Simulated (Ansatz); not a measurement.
**FH₆N₃Zr: density, localisation and related maps**

```xyz
11

F    -2.2326    0.8353   -0.6953
N     0.7984    1.5358    0.3543
N     0.2874   -1.1025   -1.5188
N    -0.7924   -1.0547    1.5718
Zr   -0.5558    0.0853   -0.0974
H     0.5759    2.4123    0.8237
H     1.7711    1.5745    0.0599
H     0.2883   -0.9027   -2.5178
H     0.6738   -2.0335   -1.3837
H    -1.5771   -1.6822    1.7405
H    -0.2301   -1.0194    2.4185
```

Geometry: PBE0-D4/def2-SVP; core potentials replace the inner electrons of Zr.

The calculation used isolated molecule in a Gaussian basis; Kohn-Sham density functional theory, functional PBE0 (Ansatz 0.2.0).

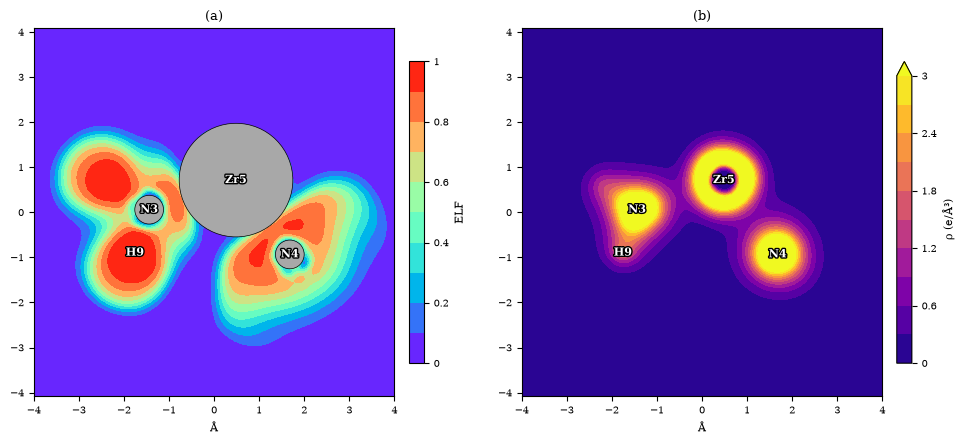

Figure 1. (a) electron localisation function; (b) electron density on the plane of atoms N3, Zr5 and N4. Grey discs cover the atomic cores in the ELF map.

**Read the bonding off the picture.**

The plane passes through N, Zr and H nuclei. Zr–N (2.04 Å): the density is about 0.82 e/Å³ at the midpoint; the ELF peaks at about 0.90 in the valence shell of N, 0.6 Å from its nucleus, and is about 0.30 at the midpoint. N–H (1.02 Å): ρ is about 2.8 e/Å³ halfway; the ELF climbs to about 1 towards the hydrogen, as it does in any bond to H: an ordinary covalent bond to hydrogen.

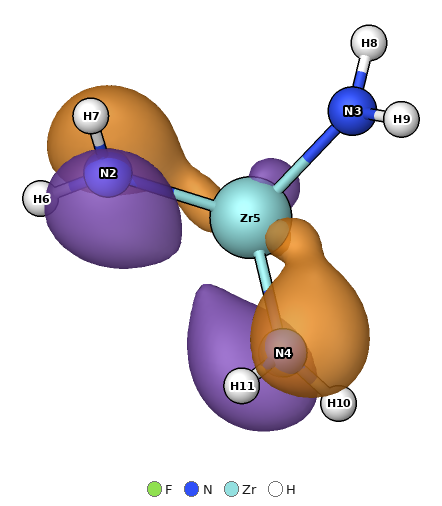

Figure 2. The HOMO−1 at ±0.15 Å⁻³ᐟ² (orange and purple are the two phases), seen across its widest extent.

**What is the character of this orbital?**

It lies mainly on N2 (about 35 %), N4 (about 35 %) and Zr5 (about 15 %). It is one of a degenerate set, so its orientation is arbitrary. Its energy is −7.53 eV.
